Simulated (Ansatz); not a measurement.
# AlSi2H5O (SMILES [SiH3][Al]1[O][SiH2]1) at BHLYP/6-31G(d) (spherical functions)

Aim: the vertical singlet–triplet gap of AlSi2H5O at BHLYP/6-31G* (spherical functions), from 2 runs. 

The results are computed with Ansatz 0.2.0.

83 further runs of the same task are left out: 1 that didn't finish, 82 set aside as unsound or not needed.

## 1. The structure to begin with

The species is AlSi2H5O (9 atoms), meant as a singlet with charge 0. As SMILES, `[SiH3][Al]1[O][SiH2]1`. The shape is that of a PBE0-D4/def2-TZVP optimisation.

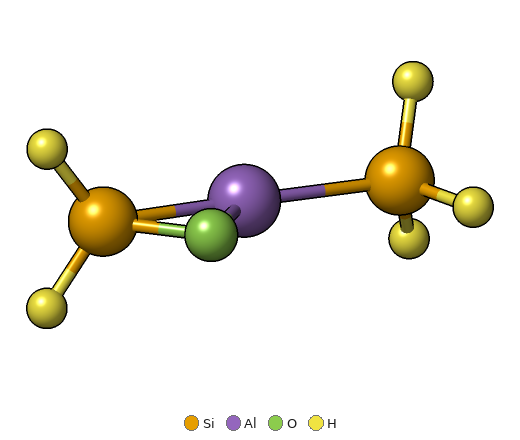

The structure, seen from a chosen angle (silicon amber, aluminium purple, oxygen green, hydrogen yellow).

## 2. The energy at BHLYP/6-31G(d) (spherical functions)

Contents of run.yaml:

```yaml
crystal:
  periodic: [false, false, false]
  atoms:
    - symbol: Si
      position_ang: [-0.652900, 1.717100, -1.334700]
    - symbol: Al
      position_ang: [-0.124900, -0.148900, 0.162800]
    - symbol: O
      position_ang: [1.392700, -0.965300, 0.434300]
    - symbol: Si
      position_ang: [0.478600, -1.877700, 1.520900]
    - symbol: H
      position_ang: [-1.763800, 1.326700, -2.244900]
    - symbol: H
      position_ang: [-1.100100, 2.886400, -0.529300]
    - symbol: H
      position_ang: [0.526500, 2.112800, -2.150200]
    - symbol: H
      position_ang: [0.403300, -3.327600, 1.187000]
    - symbol: H
      position_ang: [0.929000, -1.770000, 2.936900]
basis:
  gaussian: {orbitals: 6-31G_st_-spherical.json}
hamiltonian: {xc: {name: BHLYP}}
accuracy: high
output: {orbitals: {seedname: orbitals}}
```

The basis set 6-31G* is read from a file made from the Basis Set Exchange's data (not shown).

The run is started by

```console
$ ansatz run run.yaml --threads 1 --pin off --max-ram 3480MiB --events-out events.jsonl --progress --plain --runs-dir runs
```

Output:

```text
Warning: RAYON_NUM_THREADS=1 ignored (pool sized by the plan → 1); use --threads N
Functional definition: BHLYP
  name "BHLYP"
  parameter a = 0.5
  exchange = (1 - a)*b88_x + a*exact_x
  correlation = lyp_c
1704 factors; integrals over basis functions are off by at most 7.2e-9 eV
mean field evaluation 1: about -24472.4177 eV, gradient 5.3e1 eV
mean field evaluation 2: about -24456.5104 eV, gradient 1.0e2 eV
mean field evaluation 4: about -24477.9776 eV, gradient 9.7e-1 eV
mean field evaluation 8: about -24478.4396 eV, gradient 2.1e-1 eV
mean field evaluation 16: about -24478.4399 eV, gradient 7.4e-5 eV
mean field -24478.43989066 eV, -899.5660738993 hartree, gradient 4.1e-8 eV, S^2 0.000000; 0 other end points of the search recorded, 0 dependent functions left out
reference -24478.43992322 eV, -899.5660750960 hartree; 27, 27 occupied and 51, 51 virtual orbitals, 1704 factors
Total energy: -24478.43992322 eV, -899.5660750960 hartree
```

Run time: 11 s. Hardware: 1 thread of Arm Neoverse V1, shared host; peak memory 0.27 GiB.

## 3. The triplet at the same level

Contents of in.yaml:

```yaml
crystal:
  periodic: [false, false, false]
  atoms:
    - {symbol: Si, position_ang: [-0.652900, 1.717100, -1.334700]}
    - {symbol: Al, position_ang: [-0.124900, -0.148900, 0.162800]}
    - {symbol: O, position_ang: [1.392700, -0.965300, 0.434300]}
    - {symbol: Si, position_ang: [0.478600, -1.877700, 1.520900]}
    - {symbol: H, position_ang: [-1.763800, 1.326700, -2.244900]}
    - {symbol: H, position_ang: [-1.100100, 2.886400, -0.529300]}
    - {symbol: H, position_ang: [0.526500, 2.112800, -2.150200]}
    - {symbol: H, position_ang: [0.403300, -3.327600, 1.187000]}
    - {symbol: H, position_ang: [0.929000, -1.770000, 2.936900]}
basis:
  gaussian:
    orbitals: 6-31G_st_-spherical.json
magnetization:
  spin_polarized: true
  initial_magnetization: 2
hamiltonian:
  xc: {name: BHLYP}
accuracy: high
output: {orbitals: {seedname: orbitals}}
```

The basis set 6-31G* is read from a file made from the Basis Set Exchange's data (not shown).

The run is started by

```console
$ ansatz run in.yaml --threads 1 --pin off --max-ram 3480MiB --events-out events.jsonl --progress --plain --runs-dir runs
```

Output:

```text
Warning: RAYON_NUM_THREADS=1 ignored (pool sized by the plan → 1); use --threads N
[... 5 set-up lines as earlier in the session ...]
1704 factors; integrals over basis functions are off by at most 7.2e-9 eV
mean field evaluation 1: about -24470.1430 eV, gradient 3.5e1 eV
mean field evaluation 2: about -24454.9547 eV, gradient 7.0e1 eV
mean field evaluation 4: about -24475.4730 eV, gradient 1.0e0 eV
mean field evaluation 8: about -24475.6433 eV, gradient 1.0e-1 eV
mean field evaluation 16: about -24475.6441 eV, gradient 5.8e-4 eV
mean field evaluation 32: about -24475.6441 eV, gradient 3.5e-5 eV
mean field -24475.64411305 eV, -899.4633309673 hartree, gradient 3.8e-8 eV, S^2 2.007848; 2 other end points of the search recorded, 0 dependent functions left out
reference -24475.64414556 eV, -899.4633321619 hartree; 28, 26 occupied and 50, 52 virtual orbitals, 1704 factors
Total energy: -24475.64414556 eV, -899.4633321619 hartree
```

It took 39 s on 1 thread of Arm Neoverse V1, shared host; peak memory 0.43 GiB.

## 4. Summary of results

At BHLYP/6-31G* (spherical functions):

```
                                        quantity          value
                           singlet: total energy  -899.56608 Eh
                            singlet: HOMO energy       -6.94 eV
                            singlet: LUMO energy       -0.80 eV
                          singlet: HOMO–LUMO gap        6.14 eV
                           triplet: total energy  -899.46333 Eh
     triplet: HOMO energy (highest over α and β)       -4.17 eV
      triplet: LUMO energy (lowest over α and β)       -3.30 eV
                                   triplet: ⟨S²⟩          2.008
vertical energy of the triplet above the singlet       2.796 eV
```

In words: At this shape the triplet lies 2.80 eV (270 kJ/mol) above the singlet.
